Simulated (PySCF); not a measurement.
## What a change does: excited-state calculation on C₃H₇FSSi

System: C₃H₇FSSi.
Method of run 1: TDDFT HF/def2-SVPD, vertical, gas phase, core orbitals frozen in the response (PySCF 2.14.0).

The geometry comes from this level: PBE0-D3(BJ)/def2-SVP. Text and figures count atoms from 1; the logs count them from 0 in places.

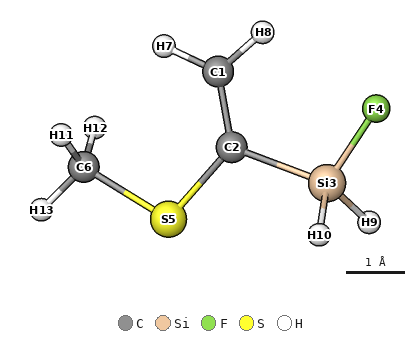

Fig. 1: The structure as given in the input (ball-and-stick view, seen at a tilt; atoms are numbered from 1 in the order of the input).

### Input file, run 1
```
{"job": {"kind": "uv", "xc": "HF", "basis": "def2-SVPD", "ip": true}, "charge": 0, "multiplicity": 1}
C     -0.337879     1.147917     0.057207
C     -0.449144    -0.186884    -0.059414
Si    -2.111435    -0.988780     0.269437
F     -3.147709     0.213283     0.634292
S      0.814904    -1.312014    -0.508103
C      2.234146    -0.243046    -0.785955
H      0.594967     1.690620    -0.120647
H     -1.209694     1.742052     0.343346
H     -2.048070    -1.920349     1.428431
H     -2.621577    -1.695034    -0.936878
H      2.032882     0.480066    -1.590350
H      2.518812     0.288729     0.134117
H      3.059496    -0.900298    -1.091115
```

The first line tells a small driver script what to run in PySCF; the rest is the geometry in Å.

Launched with:
```bash
OMP_NUM_THREADS=1 python <driver script> task.json out
```

Hardware: 1 CPU thread, shared host.

### Output (run 1)
```
final grid: 106504 points
cycle   1  E = -903.1468908565  dE =  6.354e-01  |g| = 5.708e-01  |ddm| = 4.874e+00
cycle   2  E = -903.2285753336  dE = -8.168e-02  |g| = 3.098e-01  |ddm| = 1.348e+00
cycle   3  E = -903.2471796055  dE = -1.860e-02  |g| = 7.008e-02  |ddm| = 4.682e-01
cycle   4  E = -903.2490484051  dE = -1.869e-03  |g| = 1.560e-02  |ddm| = 2.339e-01
cycle   5  E = -903.2491534042  dE = -1.050e-04  |g| = 5.094e-03  |ddm| = 5.212e-02
cycle   6  E = -903.2491704794  dE = -1.708e-05  |g| = 2.108e-03  |ddm| = 2.110e-02
cycle   7  E = -903.2491739092  dE = -3.430e-06  |g| = 6.217e-04  |ddm| = 9.710e-03
cycle   8  E = -903.2491742649  dE = -3.556e-07  |g| = 3.025e-04  |ddm| = 2.759e-03
cycle   9  E = -903.2491743188  dE = -5.396e-08  |g| = 7.589e-05  |ddm| = 1.276e-03
cycle  10  E = -903.2491743241  dE = -5.262e-09  |g| = 2.740e-05  |ddm| = 4.825e-04
cycle  11  E = -903.2491743247  dE = -6.050e-10  |g| = 1.019e-05  |ddm| = 1.436e-04
converged SCF energy = -903.2491743247

Static polarisability (au): isotropic 79.470, principal 60.750 87.205 90.457

Singlet excitations
state   eV       nm        f      main configurations
  1   5.8728    211.1   0.00163   H->L 0.55, H->L+9 0.11, H->L+13 0.09
  2   6.2481    198.4   0.33333   H->L+2 0.73, H->L+5 0.17
  3   6.7526    183.6   0.01454   H->L+1 0.54, H->L+4 0.21
  4   6.9516    178.4   0.00363   H->L+1 0.22, H->L 0.20, H->L+4 0.15
  5   7.8361    158.2   0.00401   H->L+5 0.70, H->L+2 0.20
  6   7.9303    156.3   0.01449   H-2->L+2 0.51, H-2->L+5 0.23
  7   7.9559    155.8   0.00002   H->L+3 0.37, H->L+4 0.22, H->L+6 0.15
  8   8.0948    153.2   0.02682   H->L+7 0.33, H->L+13 0.12, H->L+4 0.12
  9   8.1973    151.3   0.00710   H->L+6 0.29, H->L+7 0.22, H->L+13 0.13
 10   8.6221    143.8   0.00656   H->L+6 0.26, H->L+3 0.24, H->L+9 0.15

Triplet excitations (Tamm-Dancoff, eV): 3.2814 5.3591 6.3089 6.4827
Vertical ionisation energy (delta-SCF) = 7.5082 eV
```

For run 2 the input was changed thus:
```diff
-"xc": "HF"
+"xc": "PBE0"
```

What does this change do to the results?

The total energies belong to different methods, so their difference says nothing on which is more stable or more accurate. The HOMO goes from −8.88 to −6.54 eV. The LUMO goes from 2.14 to −0.56 eV. The lowest excitation goes from 5.87 to 4.87 eV. The strongest computed line goes from 6.25 to 5.35 eV. The method changes from HF to PBE0. The SCF takes 14 iterations against 11.

### Output (run 2)
```
coarse grid: 11936 points
cycle   1  E = -905.0733329715  dE =  3.870e-01  |g| = 5.205e-01  |ddm| = 5.079e+00
cycle   2  E = -905.0119921740  dE =  6.134e-02  |g| = 8.016e-01  |ddm| = 1.491e+00
cycle   3  E = -905.1267033233  dE = -1.147e-01  |g| = 6.985e-02  |ddm| = 8.657e-01
cycle   4  E = -905.1276684896  dE = -9.652e-04  |g| = 3.442e-02  |ddm| = 2.023e-01
cycle   5  E = -905.1279526316  dE = -2.841e-04  |g| = 1.329e-02  |ddm| = 7.538e-02
cycle   6  E = -905.1279956877  dE = -4.306e-05  |g| = 2.585e-03  |ddm| = 2.098e-02
cycle   7  E = -905.1279974059  dE = -1.718e-06  |g| = 6.653e-04  |ddm| = 8.066e-03
final grid: 106504 points
cycle   8  E = -905.2289140687  dE = -2.637e-05  |g| = 8.563e-03  |ddm| = 9.509e-02
cycle   9  E = -905.2288965482  dE =  1.752e-05  |g| = 1.154e-02  |ddm| = 2.977e-02
cycle  10  E = -905.2289332987  dE = -3.675e-05  |g| = 1.079e-03  |ddm| = 2.071e-02
cycle  11  E = -905.2289336398  dE = -3.411e-07  |g| = 3.279e-04  |ddm| = 2.854e-03
cycle  12  E = -905.2289336656  dE = -2.585e-08  |g| = 9.912e-05  |ddm| = 6.809e-04
cycle  13  E = -905.2289336678  dE = -2.116e-09  |g| = 4.215e-05  |ddm| = 2.556e-04
cycle  14  E = -905.2289336682  dE = -4.904e-10  |g| = 5.627e-06  |ddm| = 1.034e-04
converged SCF energy = -905.2289336682

Static polarisability (au): isotropic 84.633, principal 63.541 90.741 99.616

Singlet excitations
state   eV       nm        f      main configurations
  1   4.8712    254.5   0.00223   H->L+1 0.94
  2   5.3505    231.7   0.17511   H->L 0.92
  3   5.8798    210.9   0.00479   H->L+2 0.96
  4   6.1975    200.1   0.00015   H->L+3 0.83
  5   6.6616    186.1   0.00799   H->L+4 0.71, H->L+5 0.15, H->L+3 0.09
  6   6.9015    179.6   0.00007   H->L+5 0.75, H->L+4 0.18
  7   6.9997    177.1   0.00495   H-2->L 0.91
  8   7.0738    175.3   0.00588   H->L+8 0.60, H-1->L+1 0.12, H->L+7 0.10
  9   7.1733    172.8   0.02086   H->L+6 0.90
 10   7.1943    172.3   0.00273   H-1->L+1 0.50, H->L+7 0.40

Triplet excitations (Tamm-Dancoff, eV): 3.5471 4.5963 5.6495 5.9434
Vertical ionisation energy (delta-SCF) = 8.4873 eV
```

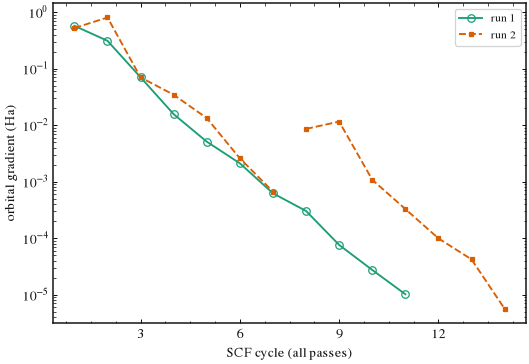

Fig. 2: Convergence of the two runs: orbital gradient against the SCF cycle. A break in a curve parts two SCF passes (coarse and final grid). Run 1 takes 11 cycles in all, and run 2 takes 14.

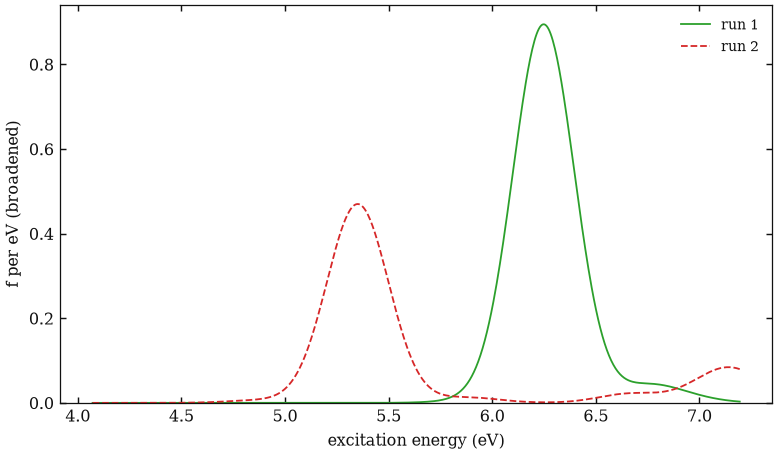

Fig. 3: Absorption of the two runs from their computed states, each broadened by a Gaussian of 0.35 eV full width; the range ends where the shorter list of states ends.

### The two runs side by side

| quantity | run 1 | run 2 |
| --- | --- | --- |
| outcome | converged | converged |
| total energy (hartree) | −903.249174 | −905.228934 |
| HOMO (eV) | −8.88 | −6.54 |
| LUMO (eV) | 2.14 | −0.56 |
| dipole moment (D) | 2.32 | 2.32 |
| lowest excitation (eV) | 5.87 | 4.87 |
| SCF iterations | 11 | 14 |
| strongest computed line (eV) | 6.25 | 5.35 |
| basis functions | 190 | 190 |
| wall time (shared host) | 32 s | 66 s |
